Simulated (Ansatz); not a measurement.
Input

```
crystal:
  periodic: [false, false, false]
  atoms:
    - {symbol: Cl, position_ang: [0.357047, 4.178916, 0.574702]}
    - {symbol: Hf, position_ang: [0.531194, 1.812421, 0.336273]}
    - {symbol: O, position_ang: [-1.092359, 1.002464, 0.951359]}
    - {symbol: O, position_ang: [0.812697, 1.390779, -1.511238]}
    - {symbol: O, position_ang: [2.009939, 1.187474, 1.381746]}
    - {symbol: H, position_ang: [-1.865514, 0.522338, 1.237684]}
    - {symbol: H, position_ang: [0.954520, 1.096951, -2.407802]}
    - {symbol: H, position_ang: [2.727023, 0.796646, 1.875001]}
basis:
  gaussian: {orbitals: def2-TZVPD}
hamiltonian: {xc: {name: PBE0}}
output: {forces: true, orbitals: {seedname: orbitals}}
```

Run with:

```sh
ansatz run input.yaml --threads 2 --pin off --max-ram 5220MiB --events-out events.jsonl --progress --plain --runs-dir runs
```

Geometry: PBE0-D4/def2-SVP; core potentials replace the inner electrons of Hf.

The calculation used Ansatz 0.2.0, isolated molecule in a Gaussian basis; Kohn-Sham density functional theory, functional PBE0.

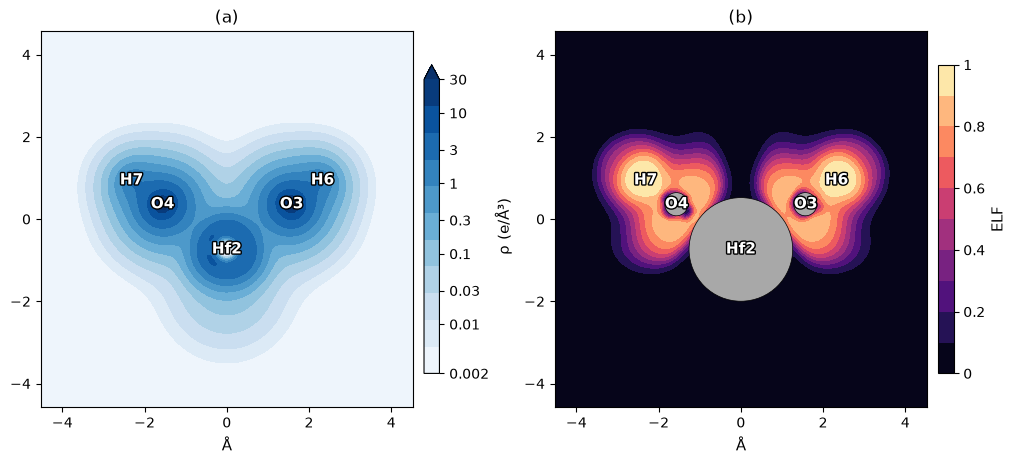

ClH3HfO3. (a) electron density; (b) electron localisation function on the plane of atoms O3, Hf2 and O4. Grey discs cover the atomic cores in the ELF map.

Describe what can be read from this map.

The section cuts through Hf, O and H sites.
Hf–O (1.92 Å): ρ at the midpoint is about 0.88 e/Å³; the ELF peaks at about 0.80 in the valence shell of O, 0.5 Å from its nucleus, and drops to about 0.20 between the two atoms.
O–H (0.95 Å): ρ is about 3.8 e/Å³ halfway; the ELF climbs to about 1 towards the hydrogen, as it does in any bond to H; a covalent bond by its length.
